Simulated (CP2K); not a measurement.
# GFN0-xTB run of CH2AlFO (SMILES O=[CH][AlH][F])

Aim: the energy difference between two shapes of CH2AlFO at GFN0-xTB, from 2 runs. 

The calculation is run with CP2K 2026.2.

1 further run of the same task is left out (set aside as unsound or not needed).

**1. The system as given**

CH2AlFO has 6 atoms, charge 0, and is taken as a singlet. As SMILES, `O=[CH][AlH][F]`. Geometry: a GFN2-xTB relaxation, a rough one for these elements and not checked as a minimum. This is one conformer, not always the lowest.

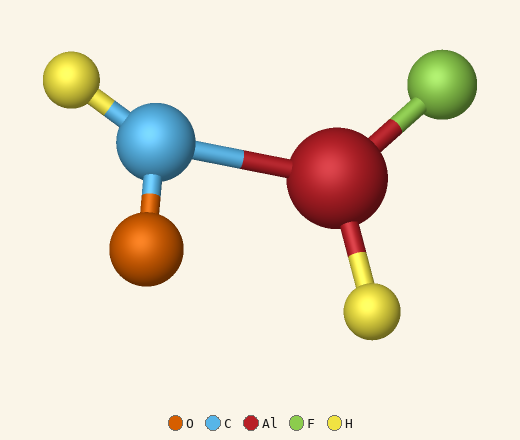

The structure, seen from a chosen angle (oxygen orange, carbon blue, aluminium red, fluorine green, hydrogen yellow).

**2. Energy and gradient at GFN0-xTB**

molecule.xyz

```xyz
6

O     -0.111930     1.534050     0.033560
C     -0.167090     0.688860    -0.850780
Al     0.123490    -0.746110     0.515220
F      0.237740    -2.378190     0.302150
H     -0.329370     1.036620    -1.888830
H      0.247170    -0.135230     1.888680
```

job.inp

```
&GLOBAL
  PROJECT_NAME job
  RUN_TYPE ENERGY_FORCE
  PRINT_LEVEL MEDIUM
&END GLOBAL
&FORCE_EVAL
  METHOD Quickstep
  &DFT
    &QS
      METHOD XTB
      EPS_DEFAULT 1.0E-10
      &XTB
        GFN_TYPE 0
        CHECK_ATOMIC_CHARGES F
      &END XTB
    &END QS
    # cluster boundary conditions
    &POISSON
      PERIODIC NONE
      POISSON_SOLVER ANALYTIC
    &END POISSON
    # self-consistent field
    &SCF
      SCF_GUESS ATOMIC
      EPS_SCF 1.0E-07
      MAX_SCF 150
      ADDED_MOS 4
      &DIAGONALIZATION
        ALGORITHM STANDARD
      &END DIAGONALIZATION
      &MIXING
        METHOD DIRECT_P_MIXING
        ALPHA 0.4
      &END MIXING
    &END SCF
    # extra output
    &PRINT
      &MOMENTS
        PERIODIC F
        REFERENCE COM
        MAX_MOMENT 1
      &END MOMENTS
      &MO ON
        ENERGIES T
        OCCUPATION_NUMBERS T
        NDIGITS 6
        &EACH
          QS_SCF 0
        &END EACH
        ADD_LAST NUMERIC
      &END MO
      &HIRSHFELD OFF
      &END HIRSHFELD
    &END PRINT
  &END DFT
  # structure
  &SUBSYS
    # box in angstrom
    &CELL
      ABC 10.6 13.9 13.8
      PERIODIC NONE
    &END CELL
    &TOPOLOGY
      COORD_FILE_NAME molecule.xyz
      COORD_FILE_FORMAT XYZ
      &CENTER_COORDINATES
      &END CENTER_COORDINATES
    &END TOPOLOGY
  &END SUBSYS
  &PRINT
    &FORCES ON
    &END FORCES
  &END PRINT
&END FORCE_EVAL
```

The run is started by

```bash
$ OMP_NUM_THREADS=1 cp2k.psmp -i job.inp > job.out 2>&1
```

Output:

```text
CP2K| version string:                                       CP2K version 2026.2
[...]
 GLOBAL| Method name                                                        CP2K
[...]
 GLOBAL| Run type                                                   ENERGY_FORCE
[...]
                             - Atoms:                                          6
[...]
                             - Spherical basis functions:                     25
[...]
 Number of electrons:                                                         22
[...]
 TB_DIPOLE| Moment [Debye]         -0.07802958      -0.26638972      -0.56794471
 TB_DIPOLE| Derivative [a.u.]       0.00000000       0.00000000       0.00000000
[...]
 ENERGY| Total FORCE_EVAL ( QS ) energy [hartree]            -11.670884826295222
 FORCES| Atomic forces [hartree/bohr]
 FORCES|   Atom     x               y               z               |f|
 FORCES|      1 -4.93745747E-03  5.58984727E-02 -6.10483862E-03   5.64472036E-02
 FORCES|      2  2.98507466E-03 -2.59992284E-02  8.28810822E-03   2.74511072E-02
 FORCES|      3  9.33635677E-04 -2.08230190E-02 -3.47584420E-03   2.11317602E-02
 FORCES|      4  1.12047869E-03 -1.23564394E-02  1.68709131E-04   1.24082847E-02
 FORCES|      5 -1.05346851E-03  6.05209557E-03 -4.70820700E-03   7.73982363E-03
 FORCES|      6  9.51736948E-04 -2.77188142E-03  5.83207248E-03   6.52703602E-03
 FORCES| Sum     2.60208521E-18 -2.28549818E-16  2.31585584E-16
 FORCES| Total atomic force                                       3.25382349E-16
[...]
```

It took 0.45 s on 1 thread of Arm Neoverse N1, shared host; peak memory 0.14 GiB.

**3. The distorted shape at the same level**

molecule.xyz

```xyz
6

O     -0.135871     1.545567     0.047467
C     -0.171177     0.695010    -0.867265
Al     0.152014    -0.725650     0.530967
F      0.256582    -2.372966     0.303499
H     -0.365477     1.043834    -1.901367
H      0.192199    -0.155590     1.881414
```

calc.inp

```
&GLOBAL
    PROJECT calc
    RUN_TYPE ENERGY_FORCE
    PRINT_LEVEL MEDIUM
&END GLOBAL

&FORCE_EVAL
    METHOD QUICKSTEP
    &DFT
        CHARGE 0
        MULTIPLICITY 1
        &QS
            METHOD XTB
            EPS_DEFAULT 1.0E-10
            &XTB
                GFN_TYPE 0
                CHECK_ATOMIC_CHARGES F
            &END XTB
        &END QS
        &POISSON
            PERIODIC NONE
            POISSON_SOLVER ANALYTIC
        &END POISSON
        &SCF
            SCF_GUESS ATOMIC
            EPS_SCF 1.0E-07
            MAX_SCF 150
            ADDED_MOS 4
            &DIAGONALIZATION
                ALGORITHM STANDARD
            &END DIAGONALIZATION
            &MIXING
                METHOD DIRECT_P_MIXING
                ALPHA 0.4
            &END MIXING
        &END SCF
        &PRINT
            &MOMENTS
                PERIODIC F
                REFERENCE COM
                MAX_MOMENT 1
            &END MOMENTS
            &MO ON
                ENERGIES T
                OCCUPATION_NUMBERS T
                NDIGITS 6
                &EACH
                    QS_SCF 0
                &END EACH
                ADD_LAST NUMERIC
            &END MO
            &HIRSHFELD OFF
            &END HIRSHFELD
        &END PRINT
    &END DFT
    &SUBSYS
        &CELL
            ABC [angstrom] 10.6 13.9 13.8
            PERIODIC NONE
        &END CELL
        &TOPOLOGY
            COORD_FILE_NAME molecule.xyz
            COORD_FILE_FORMAT XYZ
            &CENTER_COORDINATES
            &END CENTER_COORDINATES
        &END TOPOLOGY
    &END SUBSYS
    &PRINT
        &FORCES ON
        &END FORCES
    &END PRINT
&END FORCE_EVAL
```

The run is started by

```bash
$ OMP_NUM_THREADS=1 cp2k.psmp calc.inp > calc.out
```

Output:

```text
CP2K| version string:                                       CP2K version 2026.2
[...]
 GLOBAL| Method name                                                        CP2K
[...]
 GLOBAL| Run type                                                   ENERGY_FORCE
[...]
                             - Atoms:                                          6
[...]
                             - Spherical basis functions:                     25
[...]
 Number of electrons:                                                         22
[...]
 TB_DIPOLE| Moment [Debye]          0.15445451      -0.28006779      -0.40594678
 TB_DIPOLE| Derivative [a.u.]       0.00000000       0.00000000       0.00000000
[...]
 ENERGY| Total FORCE_EVAL ( QS ) energy [hartree]            -11.669668020130540
 FORCES| Atomic forces [hartree/bohr]
 FORCES|   Atom     x               y               z               |f|
 FORCES|      1 -7.06737460E-03  3.60323679E-02 -2.63608739E-02   4.52014933E-02
 FORCES|      2  4.46905768E-03 -1.09785881E-02  2.67653254E-02   2.92725899E-02
 FORCES|      3  1.05393842E-03 -2.83605428E-02 -1.54172160E-02   3.22973950E-02
 FORCES|      4  5.91520069E-04 -4.45134445E-03  6.35365662E-04   4.53520154E-03
 FORCES|      5 -4.50675181E-04  6.62680204E-03 -7.93564756E-04   6.68934664E-03
 FORCES|      6  1.40353361E-03  1.13130533E-03  1.51709636E-02   1.52776927E-02
 FORCES| Sum     2.90566182E-17  1.51354623E-16 -4.33680869E-17
 FORCES| Total atomic force                                       1.60104029E-16
[...]
```

Wall time 0.44 s (1 thread of Arm Neoverse N1, shared host); peak memory 0.14 GiB.

**4. Outcome**

Level: GFN0-xTB.

```
                                                  quantity         value
                                 first shape: total energy  -11.67088 Eh
    first shape: dipole moment (from atomic charges alone)        0.63 D
                                  first shape: HOMO energy     -10.03 eV
                                  first shape: LUMO energy      -8.23 eV
                                first shape: HOMO–LUMO gap       1.80 eV
                            first shape: dispersion energy  -2.48 kJ/mol
                     first shape: largest force on an atom    2.903 eV/Å
                             distorted shape: total energy  -11.66967 Eh
distorted shape: dipole moment (from atomic charges alone)        0.52 D
                              distorted shape: HOMO energy     -10.12 eV
                              distorted shape: LUMO energy      -8.39 eV
                            distorted shape: HOMO–LUMO gap       1.73 eV
                        distorted shape: dispersion energy  -2.48 kJ/mol
                 distorted shape: largest force on an atom    2.324 eV/Å
                    energy change with the atoms displaced      0.033 eV
```

**Reading.** With the atoms displaced the energy rises by 0.03 eV (0.8 kcal/mol). The first shape isn't relaxed at this level, so the change isn't measured from a minimum. The largest force (first shape) is 2.90 eV/Å: the shape isn't a stationary point for this species at this level. The dipole (first shape) comes from point charges on the atoms alone, without atomic dipoles, so it is partial. The dipole (distorted shape) comes from point charges on the atoms alone, without atomic dipoles, so it is partial.
